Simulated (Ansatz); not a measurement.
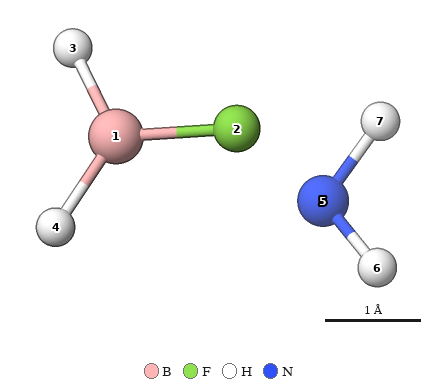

Figure 1. The structure as given in the input (ball-and-stick view, seen at a tilt; atoms are numbered from 1 in the order of the input).

# BNH$_{4}$F: geometry relaxation

The run: geometry relaxation of BNH$_{4}$F, multiplicity 2. Method and program: UKS PBE0/def2-mTZVP (Ansatz 0.2.0).

It belongs to a series of runs on one base structure; here: end point A relaxed. Figures and captions count atoms from 1; the log counts them from 0 in places.

**Output**
```
The last accepted step is kept in [file] (removed where the run ends without a failure and the disk answers)
Engine: ansatz 0.2.0, aarch64-unknown-linux-gnu
Functional definition: PBE0
  parameter a = 0.25
  parameter kappa = 0.804
  parameter beta = 0.06672455060314922
  exchange = (1 - a)*pbe_x(kappa = kappa, mu = beta*pi^2/3) + a*exact_x
  correlation = pbe_c(beta = beta)
670 factors; integrals over basis functions are off by at most 5.8e-4 eV
mean field evaluation 1: about -4940.2301 eV, gradient 2.9e1 eV
mean field evaluation 2: about -4939.0489 eV, gradient 3.4e1 eV
mean field evaluation 4: about -4943.2657 eV, gradient 1.9e0 eV
mean field evaluation 8: about -4943.3228 eV, gradient 6.8e-2 eV
mean field evaluation 16: about -4943.3228 eV, gradient 6.2e-5 eV
mean field -4943.32281387 eV, -181.6637627051 hartree, gradient 6.1e-5 eV, S^2 0.753732; 0 other end points of the search recorded, 0 dependent functions left out
the calculation of the forces begins
reference -4943.32284192 eV, -181.6637637360 hartree; 13, 12 occupied and 56, 57 virtual orbitals, 670 factors
relax step   1: F+E_penalty+E_count = -4943.32281387 eV  Δ(F+E_penalty+E_count) = +0.000e0 eV  max|allowed force component| = 5.144e-1 eV/Å  Δτ_max = 0.0000 Å  (29 SCF iters, accepted)
these checks for a lower state are left out or cut short: starts, cluster_reference, orbital_swaps, neighbouring_geometries, increment
670 factors; integrals over basis functions are off by at most 5.8e-4 eV
mean field -4943.37580475 eV, -181.6657100842 hartree, gradient 1.7e-5 eV, S^2 0.753586; 0 other end points of the search recorded, 0 dependent functions left out
[... from here on the field's lines of each further geometry are left out, up to the last ...]
relax step   2: F+E_penalty+E_count = -4943.37580475 eV  Δ(F+E_penalty+E_count) = -5.299e-2 eV  max|allowed force component| = 6.905e-1 eV/Å  Δτ_max = 0.1948 Å  (34 SCF iters, accepted)
relax step   3: F+E_penalty+E_count = -4943.39978962 eV  Δ(F+E_penalty+E_count) = -2.398e-2 eV  max|allowed force component| = 3.853e-1 eV/Å  Δτ_max = 0.0665 Å  (35 SCF iters, accepted)
relax step   4: F+E_penalty+E_count = -4943.46424215 eV  Δ(F+E_penalty+E_count) = -6.445e-2 eV  max|allowed force component| = 9.610e-1 eV/Å  Δτ_max = 0.1950 Å  (37 SCF iters, accepted)
relax step   5: F+E_penalty+E_count = -4943.57964550 eV  Δ(F+E_penalty+E_count) = -1.154e-1 eV  max|allowed force component| = 1.498e0 eV/Å  Δτ_max = 0.1951 Å  (38 SCF iters, accepted)
relax step   6: F+E_penalty+E_count = -4943.80963729 eV  Δ(F+E_penalty+E_count) = -2.300e-1 eV  max|allowed force component| = 1.667e0 eV/Å  Δτ_max = 0.1999 Å  (36 SCF iters, accepted)
relax step   7: F+E_penalty+E_count = -4944.11283371 eV  Δ(F+E_penalty+E_count) = -3.032e-1 eV  max|allowed force component| = 1.766e0 eV/Å  Δτ_max = 0.1947 Å  (39 SCF iters, accepted)
relax step   8: F+E_penalty+E_count = -4943.99820333 eV  Δ(F+E_penalty+E_count) = +1.146e-1 eV  max|allowed force component| = 2.069e0 eV/Å  Δτ_max = 0.1992 Å  (40 SCF iters, rejected (line search))
relax step   9: F+E_penalty+E_count = -4944.18577225 eV  Δ(F+E_penalty+E_count) = -7.294e-2 eV  max|allowed force component| = 1.047e0 eV/Å  Δτ_max = 0.0952 Å  (37 SCF iters, accepted)
relax step  10: F+E_penalty+E_count = -4944.22633706 eV  Δ(F+E_penalty+E_count) = -4.056e-2 eV  max|allowed force component| = 5.951e-1 eV/Å  Δτ_max = 0.0975 Å  (39 SCF iters, accepted)
relax step  11: F+E_penalty+E_count = -4944.33313147 eV  Δ(F+E_penalty+E_count) = -1.068e-1 eV  max|allowed force component| = 8.943e-1 eV/Å  Δτ_max = 0.1464 Å  (38 SCF iters, accepted)
relax step  12: F+E_penalty+E_count = -4944.52818150 eV  Δ(F+E_penalty+E_count) = -1.951e-1 eV  max|allowed force component| = 1.239e0 eV/Å  Δτ_max = 0.1940 Å  (38 SCF iters, accepted)
relax step  13: F+E_penalty+E_count = -4944.83735629 eV  Δ(F+E_penalty+E_count) = -3.092e-1 eV  max|allowed force component| = 9.351e-1 eV/Å  Δτ_max = 0.1950 Å  (33 SCF iters, accepted)
relax step  14: F+E_penalty+E_count = -4944.97976903 eV  Δ(F+E_penalty+E_count) = -1.424e-1 eV  max|allowed force component| = 1.003e0 eV/Å  Δτ_max = 0.1966 Å  (33 SCF iters, accepted)
relax step  15: F+E_penalty+E_count = -4945.00482971 eV  Δ(F+E_penalty+E_count) = -2.506e-2 eV  max|allowed force component| = 5.029e-1 eV/Å  Δτ_max = 0.2000 Å  (32 SCF iters, accepted)
relax step  16: F+E_penalty+E_count = -4945.04065592 eV  Δ(F+E_penalty+E_count) = -3.583e-2 eV  max|allowed force component| = 1.987e-1 eV/Å  Δτ_max = 0.0478 Å  (32 SCF iters, accepted)
relax step  17: F+E_penalty+E_count = -4945.04600274 eV  Δ(F+E_penalty+E_count) = -5.347e-3 eV  max|allowed force component| = 2.064e-1 eV/Å  Δτ_max = 0.0392 Å  (33 SCF iters, accepted)
relax step  18: F+E_penalty+E_count = -4945.05131580 eV  Δ(F+E_penalty+E_count) = -5.313e-3 eV  max|allowed force component| = 5.806e-2 eV/Å  Δτ_max = 0.0751 Å  (33 SCF iters, accepted)
relax step  19: F+E_penalty+E_count = -4945.05152292 eV  Δ(F+E_penalty+E_count) = -2.071e-4 eV  max|allowed force component| = 5.713e-2 eV/Å  Δτ_max = 0.0088 Å  (27 SCF iters, accepted)
the calculation of the forces begins
reference -4945.05162786 eV, -181.7272954474 hartree; 13, 12 occupied and 56, 57 virtual orbitals, 671 factors
relax step  20: F+E_penalty+E_count = -4945.05160147 eV  Δ(F+E_penalty+E_count) = -7.856e-5 eV  max|allowed force component| = 5.211e-3 eV/Å  Δτ_max = 0.0038 Å  (26 SCF iters, accepted)
```

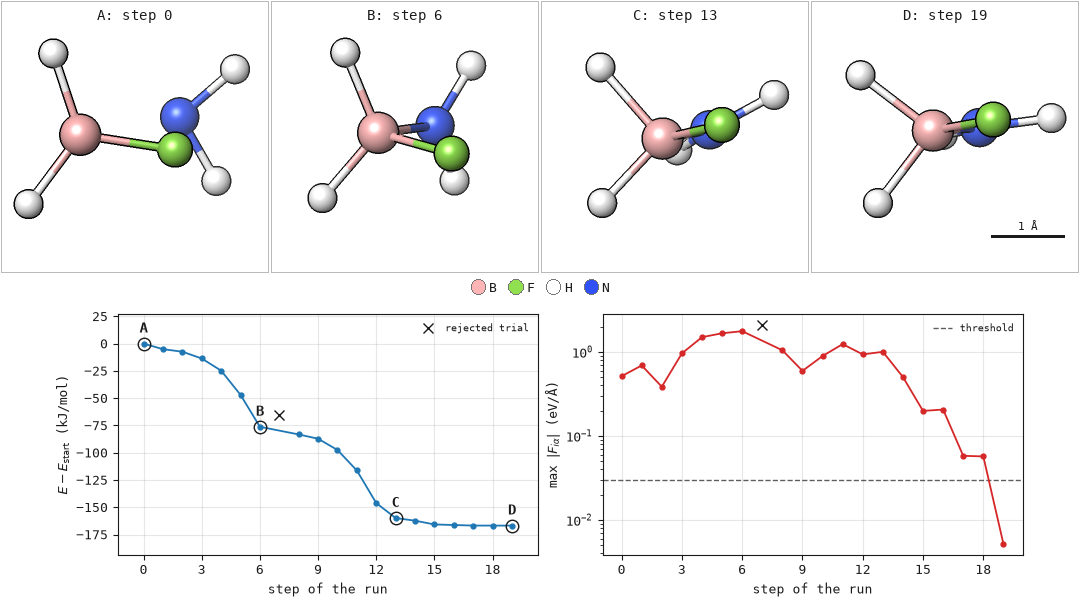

Figure 2. Frames of the relaxation (ball-and-stick view, seen at a tilt) above the curves, on which the letters mark them (the first geometry is step 0 here and step 1 in the log).

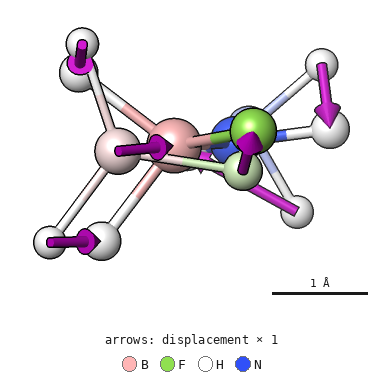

Figure 3. Start (faint) and end (solid) with the displacements as pink arrows, at true length (ball-and-stick view, seen at a tilt). The two geometries are laid on each other by the best rigid fit. Over 19 geometry steps the energy falls by 166.8 kJ/mol. Largest force component: 0.51 eV/Å at the start, 0.0052 eV/Å at the end. The line search rejected the trial step at point 7 (counted from 0) and went back. H6 moves most after the best rigid fit: 1.32 Å. By element the largest moves are H 1.32 Å, B 0.80 Å, F 0.77 Å, N 0.75 Å. Among the contacts that change: B1–N5 2.907 → 1.447 Å, B1–H3 1.195 → 1.263 Å, B1–H4 1.200 → 1.264 Å, B1–F2 1.334 → 1.368 Å. New bonds form: B1–N5 (2.91 → 1.45 Å). Among the angles that change: H3–B1–H4 124.3° → 90.2°, H6–N5–H7 102.2° → 114.1°, F2–B1–H4 117.9° → 114.9°. (Atoms are counted from 1 in the order of the input.)

```
671 factors; integrals over basis functions are off by at most 1.1e-3 eV
mean field -4945.05160147 eV, -181.7272944778 hartree, gradient 1.9e-5 eV, S^2 0.757793; 1 other end points of the search recorded, 0 dependent functions left out
the calculation of the forces begins
reference -4945.05162786 eV, -181.7272954474 hartree; 13, 12 occupied and 56, 57 virtual orbitals, 671 factors
Total energy: -4945.05162786 eV, -181.7272954474 hartree
Atom 0 at    -0.049636     0.159788     1.004385 Å, force    -0.004144     0.005211     0.000600 eV/Å
Atom 1 at    -0.142702     1.485816     0.680127 Å, force     0.000767    -0.002880    -0.002892 eV/Å
Atom 2 at     0.834081    -0.483170     0.370871 Å, force     0.003599    -0.000491    -0.002133 eV/Å
Atom 3 at    -0.947983    -0.575274     0.505218 Å, force    -0.001074     0.001360    -0.000024 eV/Å
Atom 4 at     0.071372    -0.122606     2.418870 Å, force     0.000599    -0.002762     0.000587 eV/Å
Atom 5 at     0.146554    -1.061849     2.781130 Å, force     0.000695     0.000999     0.002234 eV/Å
Atom 6 at     0.088315     0.597295     3.129400 Å, force    -0.000442    -0.001437     0.001628 eV/Å
Dipole moment:     0.065986    -0.412657     0.591991 e Å
```

**Trajectory as extended XYZ (Å, eV, eV/Å), 15 of the 20 frames kept, from step=1 to step=20**
```
7
Properties=species:S:1:pos:R:3:forces:R:3 step=1 energy=-4943.32281
B    -0.0469    0.0594    0.2184   -0.1018   0.2246   0.1535
F    -0.4689    0.9369    1.1299   -0.0670   0.0304  -0.5144
H     1.1072    0.0946   -0.0881   -0.0289  -0.0514   0.0548
H    -0.8662   -0.6409   -0.3091    0.0954   0.0335   0.1608
N     0.2440   -0.4675    3.0623    0.0035   0.0461   0.3690
H    -0.6989   -0.3588    3.4681    0.1071  -0.0912  -0.1025
H     0.7297    0.3763    3.4085   -0.0084  -0.1921  -0.1211
7
Properties=species:S:1:pos:R:3:forces:R:3 step=2 energy=-4943.37580
B    -0.0508    0.0703    0.2448   -0.2924   0.6905   0.0724
F    -0.5243    1.0747    1.0038    0.2353  -0.5407  -0.4021
H     1.1097    0.0853   -0.0358   -0.0031  -0.0680   0.1712
H    -0.8488   -0.6751   -0.2468    0.0613  -0.0458   0.2302
N     0.2626   -0.5214    3.0918   -0.1029   0.2111  -0.0420
H    -0.6931   -0.3783    3.4525    0.1090  -0.0817  -0.0104
H     0.7447    0.3445    3.3797   -0.0072  -0.1656  -0.0193
7
Properties=species:S:1:pos:R:3:forces:R:3 step=4 energy=-4943.46424
B    -0.0467    0.0988    0.3312   -0.2695   0.1182   0.3654
F    -0.5539    1.2074    0.8942    0.1041  -0.2839  -0.2987
H     1.1202    0.0908    0.0850    0.0195  -0.0057   0.0188
H    -0.8179   -0.7566   -0.0223    0.1484   0.1832   0.1371
N     0.2066   -0.4862    2.8593   -0.3260   0.9610   0.8119
H    -0.6821   -0.4198    3.4146    0.5561  -0.2821  -0.5290
H     0.7739    0.2657    3.3280   -0.2327  -0.6908  -0.5055
7
Properties=species:S:1:pos:R:3:forces:R:3 step=5 energy=-4943.57964
B    -0.0465    0.0990    0.4604   -0.3570   0.4447   0.3453
F    -0.5904    1.3151    0.7490    0.2511  -0.6926  -0.1078
H     1.1207    0.0835    0.2087    0.0380  -0.0445   0.0829
H    -0.7996   -0.7864    0.1430    0.1196   0.1628   0.1803
N     0.1626   -0.4102    2.6850   -0.2912   1.0980   1.4985
H    -0.6481   -0.4878    3.3589    0.5154  -0.2827  -1.0026
H     0.8012    0.1867    3.2849   -0.2760  -0.6858  -0.9967
7
Properties=species:S:1:pos:R:3:forces:R:3 step=6 energy=-4943.80964
B    -0.0463    0.0957    0.5991    0.0878  -0.2421   0.7891
F    -0.5977    1.3300    0.7169   -0.1400   0.2041   0.0060
H     1.1196    0.0721    0.3303    0.0828  -0.0867  -0.0890
H    -0.7861   -0.7968    0.2922    0.0171  -0.0277  -0.0592
N     0.1131   -0.2900    2.5332   -0.0302   0.5103   1.6673
H    -0.6311   -0.5421    3.2338    0.2768  -0.0407  -1.1564
H     0.8285    0.1311    3.1846   -0.2944  -0.3171  -1.1579
7
Properties=species:S:1:pos:R:3:forces:R:3 step=8 energy=-4943.99820 accepted=F
B    -0.0392    0.0698    0.8508   -0.3028   0.5491  -0.0182
F    -0.6115    1.3496    0.7571   -0.1137   0.3287  -0.5417
H     1.0973   -0.0020    0.4419    0.2395   0.0544   0.2380
H    -0.7357   -0.8248    0.4196   -0.1449  -0.0256   0.3281
N     0.0194   -0.0220    2.4535    0.7044  -2.0693   0.4830
H    -0.6243   -0.6443    2.9735    0.0828   0.6679  -0.2364
H     0.8939    0.0736    2.9936   -0.4654   0.4949  -0.2528
7
Properties=species:S:1:pos:R:3:forces:R:3 step=9 energy=-4944.18577
B    -0.0363    0.0706    0.8494   -0.1752   0.0000  -0.2955
F    -0.6008    1.3601    0.7623    0.0642   0.0412  -0.0135
H     1.1119    0.0133    0.4606    0.0668  -0.0239  -0.0534
H    -0.7655   -0.8125    0.4549   -0.0157   0.0315  -0.0794
N     0.0772   -0.1653    2.3955   -0.0112  -0.2377   1.0468
H    -0.6384   -0.6130    2.9806    0.0927   0.0246  -0.3509
H     0.8518    0.1467    2.9867   -0.0216   0.1642  -0.2541
7
Properties=species:S:1:pos:R:3:forces:R:3 step=11 energy=-4944.33313
B    -0.0578    0.0613    0.8666   -0.5418   0.5638   0.8943
F    -0.4966    1.3996    0.7751    0.3446  -0.2427  -0.2328
H     1.0885   -0.0967    0.4559    0.1231  -0.1893   0.0185
H    -0.8411   -0.7545    0.4238    0.0685   0.0824   0.0413
N     0.0866   -0.1623    2.4369   -0.1878  -0.3395  -0.7098
H    -0.5421   -0.8139    2.9304    0.8125   0.2690   0.0239
H     0.7625    0.3665    3.0014   -0.6191  -0.1437  -0.0355
7
Properties=species:S:1:pos:R:3:forces:R:3 step=12 energy=-4944.52818
B    -0.0791    0.0690    0.9032   -0.6536   1.0642   1.2388
F    -0.4091    1.4359    0.7584    0.4212  -0.5617  -0.2838
H     1.0602   -0.1850    0.4758    0.1142  -0.2571   0.0033
H    -0.8918   -0.7034    0.4279    0.1182   0.0254   0.0284
N     0.0825   -0.1585    2.4341   -0.3264  -0.5211  -0.8012
H    -0.4126   -0.9531    2.8917    1.0960   0.8363  -0.0857
H     0.6499    0.4951    2.9990   -0.7697  -0.5859  -0.0998
7
Properties=species:S:1:pos:R:3:forces:R:3 step=13 energy=-4944.83736
B    -0.1131    0.1053    0.9694   -0.6291   0.5579   0.2490
F    -0.3236    1.4532    0.7135    0.2814  -0.1771  -0.1033
H     1.0142   -0.2659    0.5075    0.0571  -0.2799  -0.0413
H    -0.9152   -0.6538    0.4405    0.1522  -0.0187  -0.0269
N     0.0608   -0.1522    2.4111   -0.1944  -0.5807   0.1012
H    -0.2418   -1.0395    2.8544    0.7549   0.9351  -0.2736
H     0.5187    0.5529    2.9936   -0.4220  -0.4367   0.0950
7
Properties=species:S:1:pos:R:3:forces:R:3 step=15 energy=-4945.00483
B    -0.0796    0.1559    0.9768   -0.2731  -0.1687   0.5029
F    -0.1804    1.4813    0.6688    0.0868   0.1301  -0.1901
H     0.9190   -0.4612    0.4665   -0.2340   0.0862   0.0288
H    -0.9783   -0.5877    0.5064    0.2179   0.0738  -0.1247
N    -0.0160   -0.1130    2.4204    0.4539   0.2222  -0.1967
H     0.1193   -1.0641    2.7259   -0.0385  -0.1133   0.2165
H     0.2161    0.5887    3.1251   -0.2129  -0.2302  -0.2367
7
Properties=species:S:1:pos:R:3:forces:R:3 step=16 energy=-4945.04066
B    -0.0977    0.1549    0.9955   -0.0011   0.1202   0.1934
F    -0.1730    1.4804    0.6709   -0.0003   0.0902  -0.0711
H     0.8743   -0.4624    0.4589    0.0446  -0.0526  -0.0918
H    -0.9461   -0.5830    0.4715   -0.0530  -0.0639  -0.0641
N     0.0256   -0.1170    2.4179    0.1140  -0.1360   0.1334
H     0.1189   -1.0694    2.7537   -0.0253   0.1987   0.0443
H     0.1981    0.5965    3.1216   -0.0789  -0.1565  -0.1441
7
Properties=species:S:1:pos:R:3:forces:R:3 step=17 energy=-4945.04600
B    -0.0847    0.1590    0.9994   -0.0037   0.1123   0.2064
F    -0.1651    1.4856    0.6768    0.0013   0.0227  -0.0562
H     0.8510   -0.4731    0.4293    0.1017  -0.0395  -0.0903
H    -0.9341   -0.5843    0.4737   -0.1015  -0.0432  -0.0512
N     0.0363   -0.1186    2.4188    0.0740  -0.1097   0.0464
H     0.1274   -1.0644    2.7668   -0.0205   0.0969   0.0085
H     0.1693    0.5958    3.1253   -0.0512  -0.0395  -0.0635
7
Properties=species:S:1:pos:R:3:forces:R:3 step=19 energy=-4945.05152
B    -0.0506    0.1607    1.0045   -0.0003  -0.0052  -0.0326
F    -0.1427    1.4855    0.6765   -0.0008   0.0068   0.0074
H     0.8351   -0.4830    0.3729   -0.0051  -0.0006  -0.0011
H    -0.9488   -0.5746    0.5055    0.0039  -0.0008  -0.0020
N     0.0702   -0.1218    2.4182    0.0082  -0.0266   0.0571
H     0.1476   -1.0613    2.7803   -0.0036   0.0072  -0.0190
H     0.0892    0.5946    3.1320   -0.0023   0.0193  -0.0098
7
Properties=species:S:1:pos:R:3:forces:R:3 step=20 energy=-4945.05160
B    -0.0496    0.1598    1.0044   -0.0041   0.0052   0.0006
F    -0.1427    1.4858    0.6801    0.0008  -0.0029  -0.0029
H     0.8341   -0.4832    0.3709    0.0036  -0.0005  -0.0021
H    -0.9480   -0.5753    0.5052   -0.0011   0.0014   0.0000
N     0.0714   -0.1226    2.4189    0.0006  -0.0028   0.0006
H     0.1466   -1.0618    2.7811    0.0007   0.0010   0.0022
H     0.0883    0.5973    3.1294   -0.0004  -0.0014   0.0016
```

The run was set up as follows.

**Input**
```yaml
crystal:
  periodic: [false, false, false]
  atoms:
    - { symbol: B, position_ang: [-0.046864, 0.059445, 0.218433] }
    - { symbol: F, position_ang: [-0.468923, 0.936916, 1.129888] }
    - { symbol: H, position_ang: [1.107238, 0.09462, -0.088128] }
    - { symbol: H, position_ang: [-0.866171, -0.640941, -0.30907] }
    - { symbol: "N", position_ang: [0.24397, -0.467475, 3.06226] }
    - { symbol: H, position_ang: [-0.698915, -0.358824, 3.468124] }
    - { symbol: H, position_ang: [0.729665, 0.376259, 3.408493] }
magnetization:
  spin_polarized: true
  initial_magnetization: 1
basis:
  gaussian: { orbitals: def2-mTZVP }
hamiltonian:
  xc: pbe0
relax:
  f_tol: 0.03
  max_steps: 50
```

Launched with:
```bash
ansatz run input.yaml --threads 2 --pin off --max-ram 3072MiB --backend cpu --events-out ev --progress --plain --runs-dir out
```

**Key numbers**

| quantity | value |
| --- | --- |
| outcome | converged |
| total energy | −4945.0516 eV |
| mean-field energy | −4945.0516 eV |
| ⟨S²⟩ | 0.758 |
| largest force (length of the vector) at the end | 0.007 eV/Å |
| hardware | 2 threads of Arm Neoverse N1, 24 GiB of memory available, shared host |
| wall time | 53 s (CPU time 1.7 min) |
| peak memory | 0.15 GiB |
